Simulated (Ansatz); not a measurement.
## Fields on a plane of WSi2 (MoSi2 type, space group I4/mmm)

```yaml
crystal:
  lattice:
    - [-1.60147, 1.60147, 3.90823]
    - [1.60147, -1.60147, 3.90823]
    - [1.60147, 1.60147, -3.90823]
  atoms:
    - { symbol: W, position: [0.00000, 0.00000, 0.00000] }
    - { symbol: Si, position: [0.33452, 0.33452, 0.00000] }
    - { symbol: Si, position: [0.66548, 0.66548, 0.00000] }
```

The slice is a (1 0 -1) plane (indices of the conventional cell) through the point (0.335, 0.335, 0.000) (fractional), spanned by u = [101] and v = [121] in vectors of this cell: u (3.20 Å) and v (8.45 Å, at 90° to u). It covers one period; positions are fractions (u, v).

Atoms on it: Si at (0.00, 0.00); Si at (0.50, 0.50). Other atoms lie within 1 Å of the plane.

Calculation: PBEsol (plane waves to 420 eV, PAW, scalar-relativistic; Ansatz, an electronic-structure program). k mesh 20×20×20. Near the nuclei the fields are pseudised (PAW); where an atom keeps semicore shells as valence, they peak there. Spin-orbit coupling is left out, though W is heavy. The PAW data are Ansatz's earlier set. WSi2 is run without spin polarisation. WSi2 was relaxed with its symmetry unable to fall.

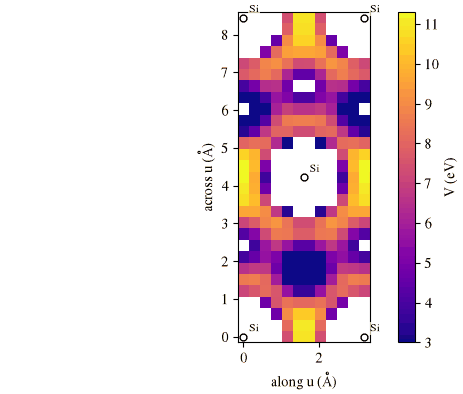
Fig. 1. Electrostatic potential energy of an electron, from the cell's mean, in eV, one period of the plane, atoms marked. Points within 1 Å of a nucleus are left white, as the pseudised field means little there. Values under 3 eV are set to 3. The zero, the cell's mean, hangs on the PAW cores.

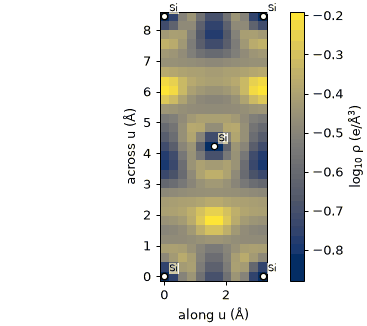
*Log₁₀ of the valence density in e/Å³, one period of the plane, atoms marked. The scale is logarithmic, as a density can span decades between atoms and voids.*
